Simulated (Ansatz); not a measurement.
# Pressure series in hypothetical anti-fluorite Tl2O

Base system: Tl₂O in the anti-fluorite structure (space group Fm-3m, No. 225; a hypothetical phase, not in the database extracts checked).

```
CELL_PARAMETERS angstrom
      0.00000     3.21572     3.21572
      3.21572     0.00000     3.21572
      3.21572     3.21572     0.00000
ATOMIC_POSITIONS crystal
  O  0.00000 0.00000 0.00000
  Tl 0.25000 0.25000 0.25000
  Tl 0.75000 0.75000 0.75000
```

Cell and atoms are relaxed at each pressure.

All numbers come from PBEsol (Ansatz, a program for electronic structure, PAW, no spin-orbit coupling).

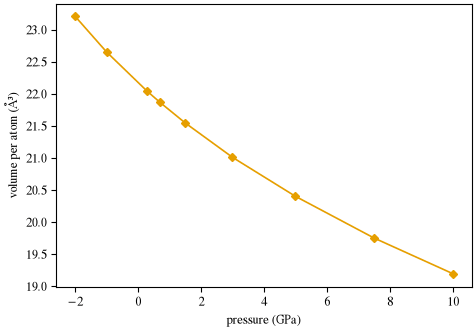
Figure. Volume against pressure

### Question
Estimate the zero-pressure bulk modulus from the plot.

### Answer
About 49 GPa; a third-order Birch–Murnaghan fit to the points gives V₀ = 22.17 Å³/atom, B₀ = 49 GPa and B₀′ = 4.8.

Load acts through the strain it causes; cell and atoms are relaxed under it. Stability against distortions was not tested. Competing high-pressure phases were not computed. All final runs are without spin polarisation.
